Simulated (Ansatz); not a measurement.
**C2H5NOSSi: relaxing the structure**

What shape does C2H5NOSSi take? The plan is to relax it.

Program: Ansatz 0.2.0, Gaussian basis. Level of theory: RKS PBE0-D4/def2-TZVP. These are calculated values, not measurements.

Plan: relaxation at PBE-D4/def2-SVP; relaxation at PBE0-D4/def2-TZVP.

**1. Starting geometry**

SMILES `O[SiH2]N1C=C1S`, 11 atoms, charge 0, spin multiplicity 1.

Atoms are counted from 1 here; the program's logs count them from 0.

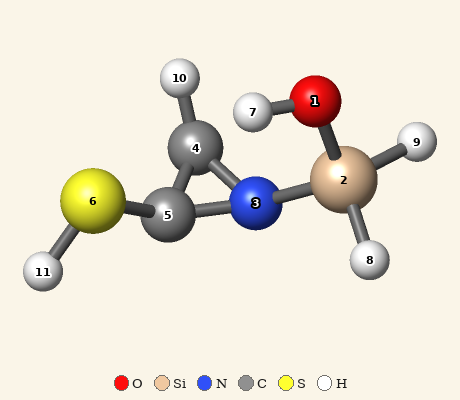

Start geometry, drawn with oxygen red, silicon light orange, nitrogen blue, carbon grey, sulfur yellow, hydrogen white; atoms are numbered from 1 in the order of the file.

As a file:

```mol
C2H5NOSSi
  3D, bonds by distance, orders not assigned

 11 11  0  0  0  0  0  0  0  0999 V2000
   -0.2046   -1.3158    1.4894 O   0  0
    0.2348   -1.5641   -0.0770 Si  0  0
    0.5328   -0.0791   -0.7893 N   0  0
    1.2782    1.0318   -0.3494 C   0  0
   -0.0525    1.1283   -0.7786 C   0  0
   -1.3114    1.9206    0.0783 S   0  0
   -0.8304   -0.5152    1.5701 H   0  0
   -0.8207   -2.2077   -0.8192 H   0  0
    1.4629   -2.3804   -0.0248 H   0  0
    1.5936    1.3086    0.6440 H   0  0
   -1.8175    2.6159   -0.9230 H   0  0
  1  2  8  0
  2  3  8  0
  3  4  8  0
  4  5  8  0
  5  6  8  0
  1  7  8  0
  2  8  8  0
  2  9  8  0
  4 10  8  0
  6 11  8  0
  3  5  8  0
M  END
```

The start is a force-field geometry with small random shifts, so a cheaper pass at PBE-D4/def2-SVP comes first.

**2. Optimising with PBE-D4/def2-SVP (cheap first pass)**

Contents of in.yaml:

```yaml
crystal:
  periodic: [false, false, false]
  atoms:
    - {symbol: O, position_ang: [-0.204600, -1.315800, 1.489400]}
    - {symbol: Si, position_ang: [0.234800, -1.564100, -0.077000]}
    - {symbol: N, position_ang: [0.532800, -0.079100, -0.789300]}
    - {symbol: C, position_ang: [1.278200, 1.031800, -0.349400]}
    - {symbol: C, position_ang: [-0.052500, 1.128300, -0.778600]}
    - {symbol: S, position_ang: [-1.311400, 1.920600, 0.078300]}
    - {symbol: H, position_ang: [-0.830400, -0.515200, 1.570100]}
    - {symbol: H, position_ang: [-0.820700, -2.207700, -0.819200]}
    - {symbol: H, position_ang: [1.462900, -2.380400, -0.024800]}
    - {symbol: H, position_ang: [1.593600, 1.308600, 0.644000]}
    - {symbol: H, position_ang: [-1.817500, 2.615900, -0.923000]}
basis:
  gaussian: {orbitals: def2-SVP}
hamiltonian: {xc: pbe, dispersion: d4}
relax: {f_tol: 0.03, max_steps: 200}
```

Run with:

```sh
ansatz run in.yaml --threads 4 --pin off --events-out ev --progress --plain --max-ram 10444MiB
```

Standard output (excerpt; [...] marks lines left out):

```text
Functional definition: PBE
  name "PBE"
  cite "Perdew, Burke & Ernzerhof, Phys. Rev. Lett. 77, 3865 (1996) doi:10.1103/PhysRevLett.77.3865"
  parent pbe
[...]
1322 factors; their error is unknown
[...]
mean field -24375.84238683 eV, -895.7956851766 hartree, gradient 5.3e-5 eV, S^2 0.000000; 1 other end points of the search recorded, 0 dependent functions left out
[...]
reference -24375.84242232 eV, -895.7956864808 hartree; 31, 31 occupied and 86, 86 virtual orbitals, 1322 factors
relax step   1: F+E_penalty+E_count = -24376.16044837 eV  Δ(F+E_penalty+E_count) = +0.000e0 eV  max|allowed force component| = 4.693e0 eV/Å  Δτ_max = 0.0000 Å  (84 SCF iters, accepted)
[...]
relax step   7: F+E_penalty+E_count = -24377.83582741 eV  Δ(F+E_penalty+E_count) = +2.472e-2 eV  max|allowed force component| = 1.177e0 eV/Å  Δτ_max = 0.1440 Å  (31 SCF iters, rejected (line search))
[...]
relax step  13: F+E_penalty+E_count = -24377.90326333 eV  Δ(F+E_penalty+E_count) = -5.109e-4 eV  max|allowed force component| = 5.445e-2 eV/Å  Δτ_max = 0.0105 Å  (34 SCF iters, accepted)
[...]
relax step  19: F+E_penalty+E_count = -24377.91516745 eV  Δ(F+E_penalty+E_count) = -3.182e-3 eV  max|allowed force component| = 3.329e-1 eV/Å  Δτ_max = 0.0757 Å  (33 SCF iters, accepted)
[...]
relax step  24: F+E_penalty+E_count = -24377.92263593 eV  Δ(F+E_penalty+E_count) = -9.823e-4 eV  max|allowed force component| = 2.350e-2 eV/Å  Δτ_max = 0.0169 Å  (33 SCF iters, accepted)
1322 factors; their error is unknown
[...]
mean field -24377.62173010 eV, -895.8610748356 hartree, gradient 4.1e-5 eV, S^2 0.000000; 1 other end points of the search recorded, 0 dependent functions left out
[...]
reference -24377.62176499 eV, -895.8610761178 hartree; 31, 31 occupied and 86, 86 virtual orbitals, 1322 factors
Total energy: -24377.92267082 eV, -895.8721342031 hartree
Atom 0 at    -0.117184    -1.414011     1.595637 Å, force    -0.005818     0.005885    -0.021980 eV/Å
Atom 1 at     0.103242    -1.438636    -0.079376 Å, force    -0.002533     0.011813     0.011425 eV/Å
Atom 2 at     0.603088     0.098952    -0.832839 Å, force    -0.018564    -0.020236    -0.006225 eV/Å
Atom 3 at     1.325423     1.188575    -0.033626 Å, force     0.007330     0.019505     0.023505 eV/Å
Atom 4 at     0.079063     1.413065    -0.329598 Å, force     0.015811    -0.012050    -0.013254 eV/Å
Atom 5 at    -1.434919     2.199903    -0.192713 Å, force    -0.004459     0.005607    -0.001871 eV/Å
Atom 6 at    -0.877654    -0.883132     1.892325 Å, force     0.008182    -0.006245     0.003155 eV/Å
Atom 7 at    -1.153229    -1.836447    -0.812860 Å, force     0.006800    -0.004079     0.003256 eV/Å
Atom 8 at     1.206878    -2.419961    -0.317356 Å, force    -0.005194    -0.001481    -0.002078 eV/Å
Atom 9 at     2.265072     1.320649     0.504107 Å, force    -0.001975     0.002655    -0.000973 eV/Å
Atom 10 at    -1.934580     1.713944    -1.373200 Å, force     0.000422    -0.001374     0.005040 eV/Å
Dipole moment:    -0.289300     0.353317     0.121890 e Å
```

Wall time 42 s (4 threads of Arm Neoverse V2, shared host).

Along the way: (the energy doesn't fall at every step)

| step | energy from step 1 (eV) | largest force component (eV/Å) |
| --- | --- | --- |
| 1 | 0.0000 | 4.6928 |
| 2 | -0.8775 | 2.0035 |
| 3 | -1.2633 | 1.4054 |
| 4 | -1.4705 | 1.0900 |
| 5 | -1.6372 | 0.9040 |
| 6 | -1.7001 | 0.4988 |
| 7 | -1.6754 | 1.1772 |
| 8 | -1.7354 | 0.2149 |
| 9 | -1.7397 | 0.1066 |
| 10 | -1.7414 | 0.0978 |
| 11 | -1.7417 | 0.0904 |
| 12 | -1.7423 | 0.0565 |
| 13 | -1.7428 | 0.0544 |
| 14 | -1.7434 | 0.0728 |
| 15 | -1.7448 | 0.1648 |
| 16 | -1.7461 | 0.1783 |
| 17 | -1.7487 | 0.2138 |
| 18 | -1.7515 | 0.2751 |
| 19 | -1.7547 | 0.3329 |
| 20 | -1.7560 | 0.3672 |
| 21 | -1.7592 | 0.2333 |
| 22 | -1.7612 | 0.0899 |
| 23 | -1.7583 | 0.1399 |
| 24 | -1.7622 | 0.0235 |

Close pairs (by a distance rule), those that changed most:

| bond | before (Å) | after (Å) | change (Å) |
| --- | --- | --- | --- |
| N3–C5 | 1.342 | 1.502 | +0.160 |
| N3–C4 | 1.408 | 1.532 | +0.124 |
| Si2–N3 | 1.674 | 1.784 | +0.110 |
| C4–C5 | 1.402 | 1.301 | -0.101 |
| Si2–H8 | 1.442 | 1.508 | +0.066 |
| S6–H11 | 1.320 | 1.371 | +0.051 |
| O1–H7 | 1.019 | 0.974 | -0.046 |
| O1–Si2 | 1.646 | 1.690 | +0.044 |

**3. Relaxation at PBE0-D4/def2-TZVP**

Contents of in.yaml:

```yaml
crystal:
  periodic: [false, false, false]
  atoms:
    - {symbol: O, position_ang: [-0.117184, -1.414011, 1.595637]}
    - {symbol: Si, position_ang: [0.103242, -1.438636, -0.079376]}
    - {symbol: N, position_ang: [0.603088, 0.098952, -0.832839]}
    - {symbol: C, position_ang: [1.325423, 1.188575, -0.033626]}
    - {symbol: C, position_ang: [0.079063, 1.413065, -0.329598]}
    - {symbol: S, position_ang: [-1.434919, 2.199903, -0.192713]}
    - {symbol: H, position_ang: [-0.877654, -0.883132, 1.892325]}
    - {symbol: H, position_ang: [-1.153229, -1.836447, -0.812860]}
    - {symbol: H, position_ang: [1.206878, -2.419961, -0.317356]}
    - {symbol: H, position_ang: [2.265072, 1.320649, 0.504107]}
    - {symbol: H, position_ang: [-1.934580, 1.713944, -1.373200]}
basis:
  gaussian: {orbitals: def2-TZVP}
hamiltonian: {xc: pbe0, dispersion: d4}
relax: {f_tol: 0.005, max_steps: 150}
```

Same command.

Standard output (excerpt; [...] marks lines left out):

```text
Functional definition: PBE0
  name "PBE0"
  cite "Adamo & Barone, J. Chem. Phys. 110, 6158 (1999) doi:10.1063/1.478522"
  cite "Perdew, Burke & Ernzerhof, Phys. Rev. Lett. 77, 3865 (1996) doi:10.1103/PhysRevLett.77.3865"
  parent pbe
[...]
1425 factors; their error is unknown
[...]
mean field -24392.63883575 eV, -896.4129432895 hartree, gradient 1.4e-5 eV, S^2 0.000000; 0 other end points of the search recorded, 0 dependent functions left out
[...]
reference -24392.63886902 eV, -896.4129445122 hartree; 31, 31 occupied and 197, 197 virtual orbitals, 1425 factors
relax step   1: F+E_penalty+E_count = -24392.89645224 eV  Δ(F+E_penalty+E_count) = +0.000e0 eV  max|allowed force component| = 1.192e0 eV/Å  Δτ_max = 0.0000 Å  (33 SCF iters, accepted)
[...]
Atom 1 at     0.109172    -1.419340    -0.078228 Å, force     0.000624    -0.000196    -0.000783 eV/Å
Atom 2 at     0.592634     0.088824    -0.815230 Å, force     0.000079     0.002371     0.002124 eV/Å
Atom 3 at     1.293397     1.168318    -0.020050 Å, force    -0.000177    -0.002297    -0.002760 eV/Å
Atom 4 at     0.073204     1.394461    -0.317027 Å, force    -0.000053    -0.000575     0.000214 eV/Å
Atom 5 at    -1.414317     2.201344    -0.213600 Å, force     0.000384    -0.000287    -0.000282 eV/Å
Atom 6 at    -0.874790    -0.935243     1.898358 Å, force     0.000580    -0.000134    -0.000218 eV/Å
Atom 7 at    -1.144850    -1.820399    -0.771395 Å, force    -0.000032     0.000523     0.000305 eV/Å
Atom 8 at     1.198633    -2.390747    -0.317193 Å, force    -0.000100     0.000109     0.000249 eV/Å
Atom 9 at     2.231854     1.318295     0.476878 Å, force    -0.000576     0.000570     0.000779 eV/Å
Atom 10 at    -1.896410     1.727173    -1.379386 Å, force    -0.000106     0.000190    -0.000015 eV/Å
Dipole moment:    -0.257307     0.330946     0.114825 e Å
```

Wall time 54 s (4 threads of Arm Neoverse V2, shared host); peak memory 0.62 GiB.

Relaxation path:

| step | energy from step 1 (eV) | largest force component (eV/Å) |
| --- | --- | --- |
| 1 | 0.0000 | 1.1916 |
| 2 | -0.0751 | 0.6213 |
| 3 | -0.0922 | 0.1068 |
| 4 | -0.0937 | 0.1171 |
| 5 | -0.0946 | 0.0225 |
| 6 | -0.0947 | 0.0152 |
| 7 | -0.0947 | 0.0124 |
| 8 | -0.0948 | 0.0102 |
| 9 | -0.0948 | 0.0063 |
| 10 | -0.0948 | 0.0028 |

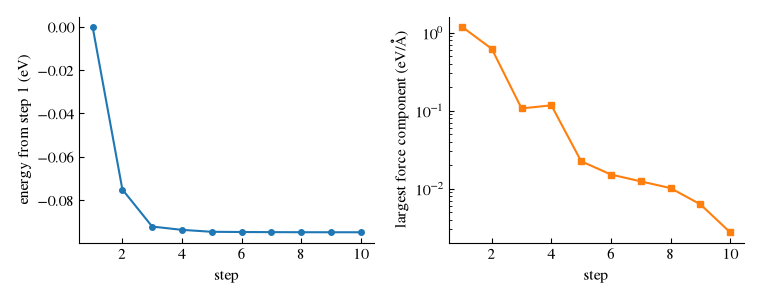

Energy and force, step by step.

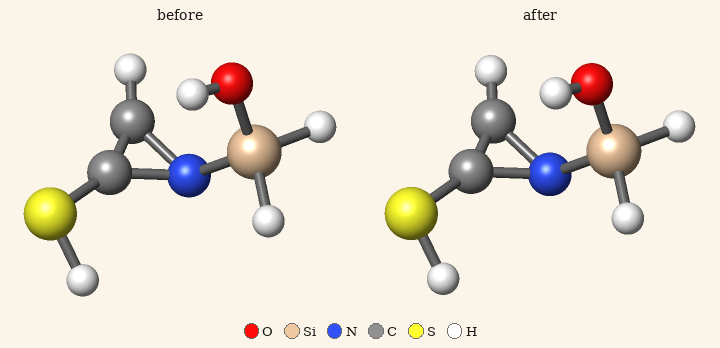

The geometry before (left) and after (right).

Close pairs (by a distance rule), those that changed most:

| bond | before (Å) | after (Å) | change (Å) |
| --- | --- | --- | --- |
| O1–Si2 | 1.690 | 1.650 | -0.040 |
| Si2–N3 | 1.784 | 1.747 | -0.037 |
| C4–C5 | 1.301 | 1.276 | -0.025 |
| S6–H11 | 1.371 | 1.348 | -0.023 |
| Si2–H8 | 1.508 | 1.488 | -0.020 |
| N3–C4 | 1.532 | 1.513 | -0.019 |
| C4–H10 | 1.091 | 1.072 | -0.018 |
| Si2–H9 | 1.496 | 1.479 | -0.017 |

Mulliken charges at the end point, from the run's report:

| atom | value (e) |
| --- | --- |
| O1 | -0.53 |
| Si2 | 0.43 |
| N3 | -0.33 |
| C4 | -0.02 |
| C5 | -0.02 |
| S6 | -0.12 |
| H7 | 0.32 |
| H8 | -0.06 |
| H9 | -0.04 |
| H10 | 0.18 |
| H11 | 0.17 |

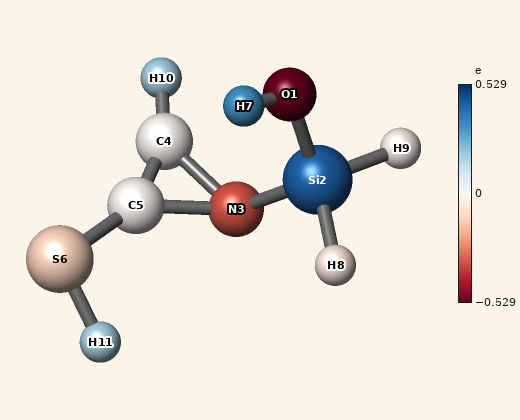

Mulliken charges at the end point, from the run's report, as colours on the atoms.

**4. Outcome**

```
                  quantity           value
               point group              C1
                     steps         24 + 10
shift from the start (rms)         0.507 Å
              total energy  -24392.9913 eV
           dispersion term        -260 meV
             dipole moment          2.09 D
```

What this shows: The relaxed geometry lies 0.51 Å (rms) from the start; the bond that changed most is N3–C5, from 1.342 to 1.491 Å. No vibrations were run, so it is not proven to be a minimum. The largest Mulliken charge, -0.53 e, sits on O1.
